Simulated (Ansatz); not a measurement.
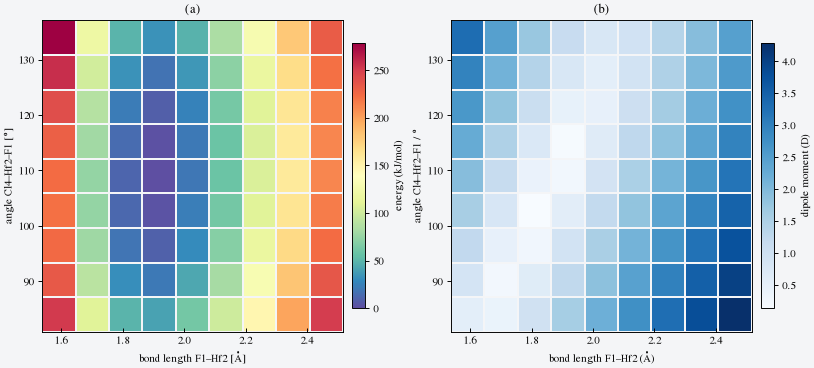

BrCl2FHf, SMILES [F][Hf]([Cl])([Cl])[Br]. 
- The first coordinate is: bond length F1–Hf2; the second: angle Cl4–Hf2–F1.
- Nothing is relaxed (all other coordinates rigid).
- Grid: 9 × 9 points.
- Points are written as (first, second).
- Energies are in kJ/mol, from the lowest grid point.
- The calculation used Ansatz, RHF-MP2, frozen core/def2-SVP.

Panel (a) is the energy and panel (b) the computed dipole moment on the same grid.

The picture shows one coloured cell a grid point.

### How does the dipole moment vary over the map, and what is it at the lowest grid point?

Leaving out the highest fifth of the energies, it runs from 0.14 D at (1.809 Å, 102.7°) to 3.80 D at (2.354 Å, 84.0°). At the lowest grid point, (1.918 Å, 109.0°), it is 0.27 D.

```tsv
angle Cl4–Hf2–F1 ↓, bond length F1–Hf2 →	1.592	1.701	1.809	1.918	2.027	2.136	2.245	2.354	2.463
134.0	3.31	2.48	1.75	1.14	0.79	0.95	1.40	1.93	2.47
127.7	2.96	2.14	1.41	0.80	0.56	0.93	1.47	2.03	2.58
121.5	2.62	1.81	1.08	0.47	0.49	1.04	1.63	2.19	2.74
115.2	2.27	1.47	0.75	0.18	0.65	1.26	1.85	2.41	2.95
109.0	1.92	1.14	0.42	0.27	0.91	1.52	2.10	2.66	3.19
102.7	1.57	0.81	0.14	0.59	1.22	1.82	2.39	2.94	3.46
96.5	1.22	0.49	0.30	0.92	1.53	2.12	2.68	3.22	3.73
90.2	0.87	0.27	0.63	1.25	1.86	2.44	2.99	3.51	4.01
84.0	0.55	0.40	0.97	1.59	2.18	2.75	3.29	3.80	4.28
```
